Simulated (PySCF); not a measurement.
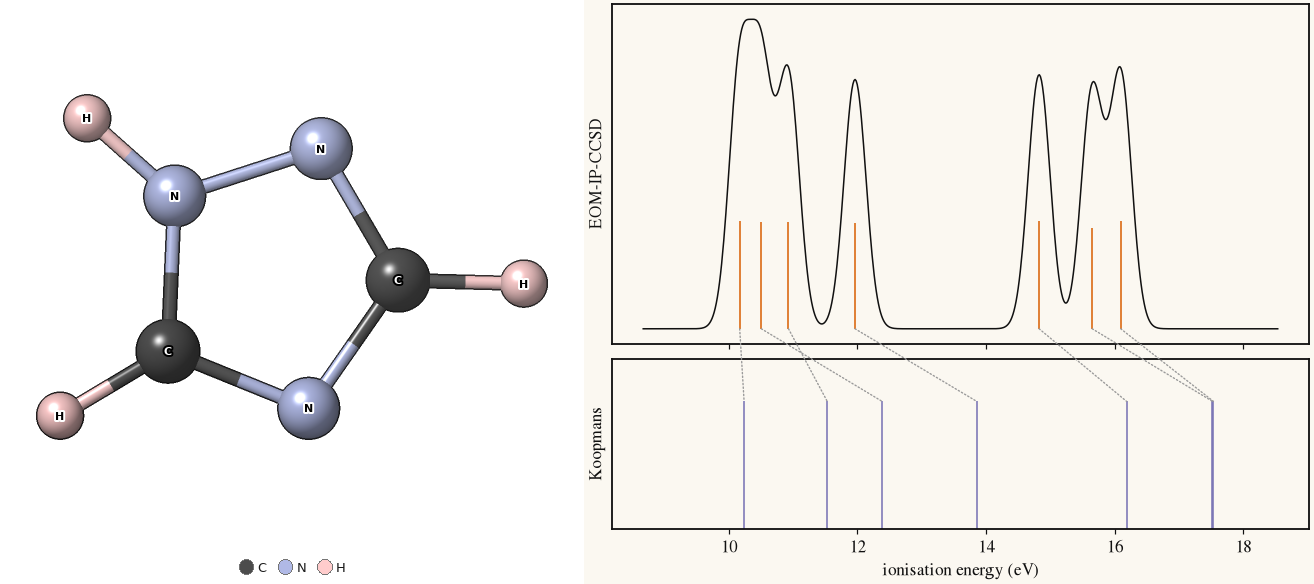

Valence photoelectron lines of C₂H₃N₃, SMILES c1nc[nH]n1: vertical EOM-IP-CCSD/aug-cc-pVDZ (frozen core, PySCF, at a PBE0-D3(BJ)/def2-SVP geometry (no frequency check); 7 lines, one for each of the 7 highest orbitals, so a line of a deeper orbital can be missing among them) above, Hartree-Fock orbital energies with the sign turned below, non-relativistic; dotted lines join each line to its leading orbital. Stick heights are one-hole weights (summed over degenerate lines), not cross-sections; Gaussian width 0.40 eV.

> Do correlation and relaxation change the order of the lines?

Yes: in order of rising energy the holes are HOMO, HOMO−2, HOMO−1, HOMO−3, HOMO−4, HOMO−5, HOMO−6.

> What is the first vertical ionisation energy, and how far is Koopmans' value off?

10.17 eV from the HOMO; Koopmans gives 10.24 eV, 0.07 eV too high.

Known limits of this run: small basis, so the lines can lie some tenths of an eV too low.
